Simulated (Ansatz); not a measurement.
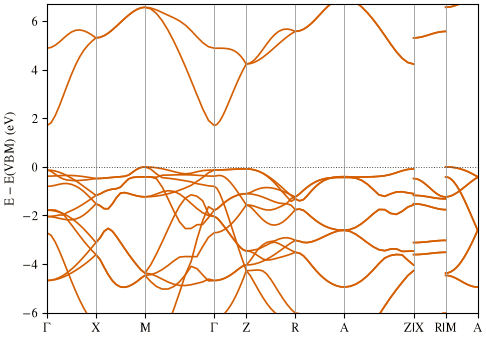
Fig. 1. Band structure from r²SCAN (plane waves, PAW; program Ansatz)

Task: Read off the gap and where the band edges lie.

Result: About 1.7 eV (1.70 eV by a search for the band edges); maximum at M, minimum at Γ.

The material is SnO2 in space group P4_2/nmc (No. 137; Sn on 2a, O on 4d).

A made-up cell: these elements were put on the sites of a structure type; neither database checked (COD, Materials Project) lists it. It is not the phase usual at ambient conditions (space group No. 136). Symmetry was held in the r²SCAN relaxation. At this level the phase is mechanically unstable. Scalar-relativistic: spin–orbit coupling is off unless named, which matters more the heavier the elements.

Potentials: the later of the program's two PAW sets.
